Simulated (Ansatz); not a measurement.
# H7HfN3O: what the fields show

```yaml
atoms:
  - { symbol: Hf, position_ang: [0.1577, 0.2245, 0.0312] }
  - { symbol: N, position_ang: [-1.7777, 0.8713, -0.1212] }
  - { symbol: N, position_ang: [0.1966, -1.1625, 1.5351] }
  - { symbol: N, position_ang: [0.5818, -0.7762, -1.7026] }
  - { symbol: O, position_ang: [1.3934, 1.6851, 0.3517] }
  - { symbol: H, position_ang: [-2.5857, 0.4484, 0.3283] }
  - { symbol: H, position_ang: [-2.0836, 1.7320, -0.5701] }
  - { symbol: H, position_ang: [0.2952, -0.9610, 2.5278] }
  - { symbol: H, position_ang: [0.2307, -2.1717, 1.4158] }
  - { symbol: H, position_ang: [1.5129, -0.9789, -2.0601] }
  - { symbol: H, position_ang: [-0.0933, -1.0597, -2.4081] }
  - { symbol: H, position_ang: [1.9994, 2.4030, 0.5129] }
```

Geometry: PBE0-D4/def2-SVP; core potentials replace the inner electrons of Hf.

These are results of isolated molecule in a Gaussian basis; Kohn-Sham density functional theory, functional PBE0 in Ansatz, not measurements.

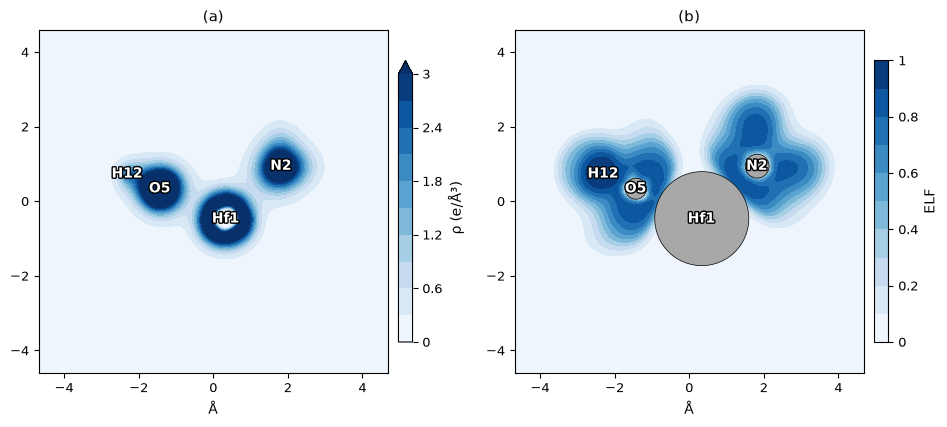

Figure 1. (a) electron density; (b) electron localisation function on the plane of atoms N2, Hf1 and O5. Grey discs cover the atomic cores in the ELF map.

What do the fields say about this system?

The section cuts through Hf, N, O and H sites. Hf–O (1.94 Å): ρ at the midpoint is about 0.82 e/Å³; the ELF peaks at about 0.80 in the valence shell of O, 0.5 Å from its nucleus, and drops to about 0.15 between the two atoms. Hf–N (2.05 Å): ρ is about 0.77 e/Å³ halfway; the ELF peaks at about 0.90 in the valence shell of N, 0.6 Å from its nucleus, and is about 0.30 at the midpoint. O–H (0.95 Å): ρ is about 3.8 e/Å³ halfway; the ELF climbs to about 1 towards the hydrogen, as it does in any bond to H; a covalent bond by its length.

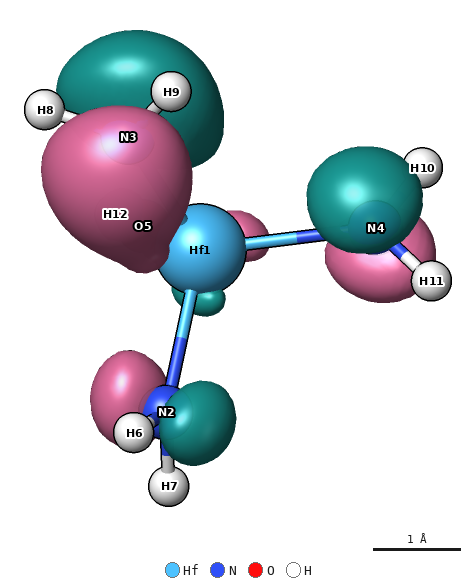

Figure 2. The HOMO−1 at ±0.15 Å⁻³ᐟ² (teal and pink are the two phases), seen at a tilt.

Where does this orbital lie, and at what energy?

By Hirshfeld shares it lies mainly on N3 (about 45 %), Hf1 (about 15 %), N2 (about 10 %) and N4 (about 10 %). It is one of a degenerate set, so its orientation is arbitrary. Its energy is −7.13 eV.
